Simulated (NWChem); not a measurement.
**One shape, several levels: doublet [C2H4O2]+**

Wanted: a comparison of 3 runs (U-revPBE/def2-SVPD, UB3LYP/def2-SVPD, UPBE0/def2-SVPD) of doublet [C2H4O2]+. 

The calculation is run with NWChem 7.3.0.

3 further runs of the same task are left out: 3 that didn't finish.

**1. The structure to begin with**

[C2H4O2]+ has 8 atoms, charge +1, and is taken as a doublet. As SMILES of the parent species, `O=CCO`. The coordinates come from a PBE0-D4/def2-TZVP relaxation. That shape belongs to the parent species and isn't relaxed for this state.

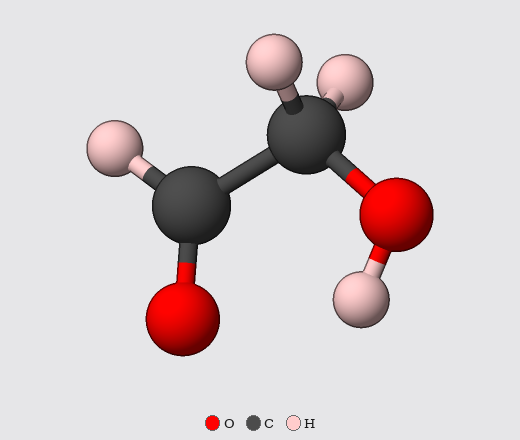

Viewed from a chosen angle; oxygen red, carbon dark grey, hydrogen pink.

**2. A single-point energy at U-revPBE/def2-SVPD (run 1)**

test.nw reads:

```
start test
title "C2H4O2 revPBE"
memory total 2200 mb
charge 1

geometry units angstrom noautosym nocenter noautoz
 O     -0.677400    -0.184900    -1.577900
 C      0.186000     0.292000    -0.889600
 C      0.244700     0.041200     0.584700
 O     -0.787900    -0.777200     1.017500
 H      0.977600     0.938900    -1.315800
 H      1.230800    -0.397100     0.808100
 H      0.225200     1.020400     1.089600
 H     -1.306900    -0.990500     0.227600
end

basis spherical bse
 * library def2-SVPD
end

dft
 xc revpbe cpbe96
 mult 2
 grid fine
 convergence energy 1e-08
 iterations 100
 mulliken
 noprint "final vectors analysis"
end

task dft energy
```

Started as:

```sh
$ nwchem test.nw > test.out
```

The program printed:

```text
[...]
          Wavefunction type:  spin polarized.
          No. of atoms     :     8
          No. of electrons :    31
[...]
          Charge           :     1
          Spin multiplicity:     2
[...]
          AO basis - number of functions:   118
[...]
              XC Information
              --------------
                        RevPBE Exchange Functional  1.000
            Perdew 1991 LDA Correlation Functional  1.000 local
           PerdewBurkeErnz. Correlation Functional  1.000 non-local
[...]
 d= 0,ls=0.0,diis     1   -228.1836568725 -3.48D+02  1.82D-02  5.68D-01     3.7
[...]
 d= 0,ls=0.5,diis    94   -228.4531238249 -7.16D-09  4.05D-07  2.13D-08   324.2
[...]
         Total DFT energy =     -228.453123838845
      One electron energy =     -540.697919887226
           Coulomb energy =      220.991000891040
    Exchange-Corr. energy =      -29.024104452425
 Nuclear repulsion energy =      120.277899609765
[...]
      Total Density - Mulliken Population Analysis
     ---------------------------------------------
    Atom       Charge   Shell Charges
 -----------   ------   -------------------------------------------------------
    1 O    8     8.17   1.99  1.16  0.70  0.05  2.75  1.39  0.07  0.02  0.04
    2 C    6     5.54   1.98  1.01  0.05 -0.04  2.01  0.35  0.07  0.09
    3 C    6     5.51   1.98  0.97 -0.37  0.15  2.10  0.59  0.06  0.03
    4 O    8     8.22   1.99  1.13  0.64  0.06  2.82  1.47  0.07  0.01  0.03
    5 H    1     1.07   0.72  0.32  0.02  0.00
    6 H    1     0.89   0.72  0.12  0.02  0.03
    7 H    1     0.90   0.73  0.12  0.02  0.03
    8 H    1     0.70   0.70 -0.07  0.07  0.00
[...]
      <S2> =      0.7531 (Exact =     0.7500)
[...]
```

Wall time 5.5 min (1 thread of Intel Xeon Platinum 8375C at 2.90GHz (Ice Lake), shared host); peak memory 0.12 GiB.

**3. The energy at UB3LYP/def2-SVPD (run 2)**

c2h4o2.nw reads:

```
start c2h4o2
title "C2H4O2"
memory 2200 mb
charge 1
geometry noautosym nocenter noautoz
   O     -0.677400    -0.184900    -1.577900
   C      0.186000     0.292000    -0.889600
   C      0.244700     0.041200     0.584700
   O     -0.787900    -0.777200     1.017500
   H      0.977600     0.938900    -1.315800
   H      1.230800    -0.397100     0.808100
   H      0.225200     1.020400     1.089600
   H     -1.306900    -0.990500     0.227600
end
basis "ao basis" spherical bse
   * library def2-SVPD
end
dft
   xc b3lyp
   mult 2
   grid fine
   convergence energy 1e-08
   iterations 100
   mulliken
   print medium
end
task dft
```

Started as:

```sh
$ nwchem c2h4o2.nw > c2h4o2.out
```

The program printed:

```text
[...]
          Wavefunction type:  spin polarized.
          No. of atoms     :     8
          No. of electrons :    31
[...]
          Charge           :     1
          Spin multiplicity:     2
[...]
          AO basis - number of functions:   118
[...]
              XC Information
              --------------
                         B3LYP Method XC Potential
                     Hartree-Fock (Exact) Exchange  0.200
                        Slater Exchange Functional  0.800 local
                    Becke 1988 Exchange Functional  0.720 non-local
              Lee-Yang-Parr Correlation Functional  0.810
                  VWN I RPA Correlation Functional  0.190 local
[...]
 d= 0,ls=0.0,diis     1   -228.2495046295 -3.49D+02  1.28D-02  5.37D-01     3.8
[...]
 d= 0,ls=0.0,diis    25   -228.5004638528 -2.22D-09  6.14D-07  1.81D-09    85.3
[...]
         Total DFT energy =     -228.500463852780
      One electron energy =     -540.690038117705
           Coulomb energy =      220.990995744364
    Exchange-Corr. energy =      -29.079321089204
 Nuclear repulsion energy =      120.277899609765
[...]
      Total Density - Mulliken Population Analysis
     ---------------------------------------------
    Atom       Charge   Shell Charges
 -----------   ------   -------------------------------------------------------
    1 O    8     8.11   1.99  1.16  0.67  0.03  2.76  1.39  0.06  0.02  0.04
    2 C    6     5.52   1.98  1.02  0.03 -0.06  2.00  0.35  0.08  0.12
    3 C    6     5.39   1.98  0.97 -0.46  0.15  2.10  0.53  0.06  0.05
    4 O    8     8.20   1.99  1.12  0.63  0.03  2.84  1.49  0.06  0.01  0.03
    5 H    1     1.13   0.71  0.39  0.02  0.01
    6 H    1     0.95   0.71  0.19  0.02  0.02
    7 H    1     0.97   0.73  0.20  0.02  0.02
    8 H    1     0.72   0.69 -0.04  0.07  0.01
[...]
      <S2> =      0.7580 (Exact =     0.7500)
[...]
```

Run time: 86 s. Hardware: 1 thread of Intel Xeon Platinum 8375C at 2.90GHz (Ice Lake), shared host; peak memory 0.12 GiB.

**4. A single-point energy at UPBE0/def2-SVPD (run 3)**

a.xyz reads:

```xyz
8
C2H4O2
O     -0.677400    -0.184900    -1.577900
C      0.186000     0.292000    -0.889600
C      0.244700     0.041200     0.584700
O     -0.787900    -0.777200     1.017500
H      0.977600     0.938900    -1.315800
H      1.230800    -0.397100     0.808100
H      0.225200     1.020400     1.089600
H     -1.306900    -0.990500     0.227600
```

run.py reads:

```python
from ase.io import read
from ase.calculators.nwchem import NWChem

mol = read('a.xyz')

calc = NWChem(
    label='a',
    theory='dft',
    memory='2200 mb',
    basis='def2-SVPD',
    basispar='spherical bse',
    charge=1,
    dft={'xc': 'pbe0', 'mult': '2', 'grid': 'fine', 'convergence': 'energy 1e-08', 'iterations': '100', 'mulliken': None},
    task='energy',
)
mol.calc = calc

print(f"energy = {mol.get_potential_energy():.6f} eV")
```

Started as:

```sh
$ export ASE_NWCHEM_COMMAND="nwchem PREFIX.nwi > PREFIX.nwo"
$ python run.py
```

The program printed:

```text
energy = -6210.835188 eV
```

The calculator wrote a.nwi:

```
title "a"

permanent_dir a

scratch_dir a

start a

geometry units angstrom nocenter noautosym noautoz
  O  -6.7740000000000000e-01 -1.8490000000000001e-01 -1.5779000000000001e+00
  C  1.8600000000000000e-01 2.9199999999999998e-01 -8.8959999999999995e-01
  C  2.4470000000000000e-01 4.1200000000000001e-02 5.8470000000000000e-01
  O  -7.8790000000000004e-01 -7.7720000000000000e-01 1.0175000000000001e+00
  H  9.7760000000000002e-01 9.3889999999999996e-01 -1.3158000000000001e+00
  H  1.2307999999999999e+00 -3.9710000000000001e-01 8.0810000000000004e-01
  H  2.2520000000000001e-01 1.0204000000000000e+00 1.0895999999999999e+00
  H  -1.3069000000000000e+00 -9.9050000000000005e-01 2.2760000000000000e-01
end

charge 1

memory 2200 mb

basis spherical bse noprint
   * library def2-SVPD
end

dft
  xc pbe0
  mult 2
  grid fine
  convergence energy 1e-08
  iterations 100
  mulliken
end

task dft energy
```

a.nwo:

```text
Northwest Computational Chemistry Package (NWChem) 7.3.0
             --------------------------------------------------------

           Job information
           ---------------

    nwchem branch   = 7.3.0
    use scalapack   = T
    input           = a.nwi
    prefix          = a.
    data base       = a/a.db
    status          = startup
    nproc           =        1

           Memory information
           ------------------

    heap     =     72089596 doubles =      550.0 Mbytes
    stack    =     72089601 doubles =      550.0 Mbytes
    global   =    144179200 doubles =     1100.0 Mbytes (distinct from heap & stack)
    total    =    288358397 doubles =     2200.0 Mbytes
    verify   = yes
    hardfail = no

[... 105 lines left out ...]
  convergence criterion.
[... 17 lines left out ...]
          Convergence on gradient requested:  5.00D-04
[... 25 lines left out ...]
          Convergence aids based upon iterative change in
[... 30 lines left out ...]
 1-e energy   =    -529.839301
[... 57 lines left out ...]
         Total DFT energy =     -228.243985156517
[... 2 lines left out ...]
    Exchange-Corr. energy =      -28.831717860277
[... 843 lines left out ...]
                     DFT Final Beta Molecular Orbital Analysis
[... 940 lines left out ...]
 center of mass
 --------------
 x =  -0.53943477 y =  -0.34047584 z =  -0.37172040

 moments of inertia (a.u.)
 ------------------
         298.900725723451         -40.897259265226          -1.028962274919
         -40.897259265226         318.131661696541          48.611670982586
          -1.028962274919          48.611670982586         107.714872689652

     Multipole analysis of the density
     ---------------------------------

     L   x y z        total         alpha         beta         nuclear
     -   - - -        -----         -----         ----         -------
     0   0 0 0      1.000000    -16.000000    -15.000000     32.000000

     1   1 0 0      0.654333      8.230941      7.562932    -15.139540
[... 8 lines of this table left out ...]
     2   0 0 2    -12.839184    -79.408977    -71.357409    137.927202

 Task  times  cpu:       78.3s     wall:       78.3s
 Total times  cpu:       78.4s     wall:       78.4s
```

Wall time 80 s (1 thread of Intel Xeon Platinum 8375C at 2.90GHz (Ice Lake), shared host); peak memory 0.12 GiB.

**5. All runs side by side**

```csv
run,level,energy (Eh),⟨S²⟩,wall time
1,U-revPBE/def2-SVPD,-228.453124,0.753,5.5 min
2,UB3LYP/def2-SVPD,-228.500464,0.758,86 s
3,UPBE0/def2-SVPD,-228.243985,0.758,80 s
```

**6. Outcome**

| quantity | value |
| --- | --- |
| run 3: total energy | -228.24399 Eh |
| run 3: HOMO energy (highest over α and β) | -14.64 eV |
| run 3: LUMO energy (lowest over α and β) | -13.28 eV |
| run 3: ⟨S²⟩ | 0.758 |

What this shows: Totals of different functionals can't be ranked against each other. All runs together took 8.2 min, the longest 5.5 min.
